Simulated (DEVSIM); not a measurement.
Structure: Cr/SiO2/p-Si capacitor, at 450 K.

| layer (left to right) | material | thickness (nm) | Na (cm⁻³) |
|---|---|---|---|
| 1 | SiO2 | 3.00 | - |
| 2 | Si | 1800 | 9.8e16 |

Metal gate on the left, work function 4.5 eV. Fixed charge at the semiconductor interface -5.2e10 cm⁻² (in units of +e); no interface traps.

Constants are typed, rounded textbook-type inputs, not results; the design itself was drawn at random and stands for no fabricated device. Values at 300 K; Nc and Nv go as T^1.5, mobilities as T to minus their exponent, the gap by Varshni's rule with the affinity fixed.

| parameter | SiO2 | Si |
|---|---|---|
| gap (eV) | 9 | 1.124 |
| affinity (eV) | 0.9 | 4.05 |
| permittivity | 3.9 | 11.7 |
| Nc (cm⁻³) | - | 2.86e19 |
| Nv (cm⁻³) | - | 3.1e19 |
| Varshni α (eV/K) | - | 0.000473 |
| Varshni β (K) | - | 636 |

DEVSIM, 1D Poisson equation in equilibrium, Boltzmann statistics, complete ionisation; no quantum confinement or tunnelling. Metal contacts follow the ideal Schottky-Mott rule: no Fermi-level pinning, no interface dipoles.

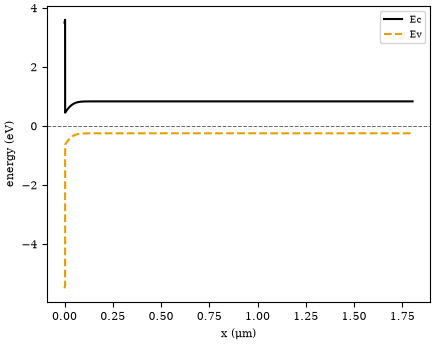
*Band edges at 0.1 V on the gate*

Energies count from the Fermi level of the right contact; mesh points crowd at the junctions.

| x (μm) | Ec (eV) | Ev (eV) | n (cm⁻³) | p (cm⁻³) | field (V/cm) |
|---|---|---|---|---|---|
| 0.000 | 3.500 | -5.500 | < 1e2 | < 1e2 | 330000 |
| 0.0008546 | 3.528 | -5.472 | < 1e2 | < 1e2 | 330000 |
| 0.001795 | 3.559 | -5.441 | < 1e2 | < 1e2 | 330000 |
| 0.002695 | 3.589 | -5.411 | < 1e2 | < 1e2 | 330000 |
| 0.004049 | 0.460 | -0.621 | 3.7e14 | 6.3e12 | 100000 |
| 0.006189 | 0.481 | -0.600 | 2.1e14 | 1.1e13 | 98000 |
| 0.01040 | 0.521 | -0.560 | 7.7e13 | 3.0e13 | 91000 |
| 0.02320 | 0.625 | -0.456 | 5.2e12 | 4.5e14 | 72000 |
| 0.04388 | 0.742 | -0.339 | 2.6e11 | 9.1e15 | 42000 |
| 0.08458 | 0.824 | -0.257 | 3.1e10 | 7.5e16 | 6200 |
| 0.1647 | 0.834 | -0.247 | 2.4e10 | 9.8e16 | 46 |
| 0.4081 | 0.834 | -0.247 | 2.4e10 | 9.8e16 | ≈ 0 |
| 0.8015 | 0.834 | -0.247 | 2.4e10 | 9.8e16 | ≈ 0 |
| 1.280 | 0.834 | -0.247 | 2.4e10 | 9.8e16 | ≈ 0 |
| 1.594 | 0.834 | -0.247 | 2.4e10 | 9.8e16 | ≈ 0 |
| 1.697 | 0.834 | -0.247 | 2.4e10 | 9.8e16 | ≈ 0 |
| 1.750 | 0.834 | -0.247 | 2.4e10 | 9.8e16 | ≈ 0 |
| 1.777 | 0.834 | -0.247 | 2.4e10 | 9.8e16 | ≈ 0 |
| 1.793 | 0.834 | -0.247 | 2.4e10 | 9.8e16 | ≈ 0 |
| 1.798 | 0.834 | -0.247 | 2.4e10 | 9.8e16 | ≈ 0 |
| 1.801 | 0.834 | -0.247 | 2.4e10 | 9.8e16 | ≈ 0 |
| 1.803 | 0.834 | -0.247 | 2.4e10 | 9.8e16 | ≈ 0 |
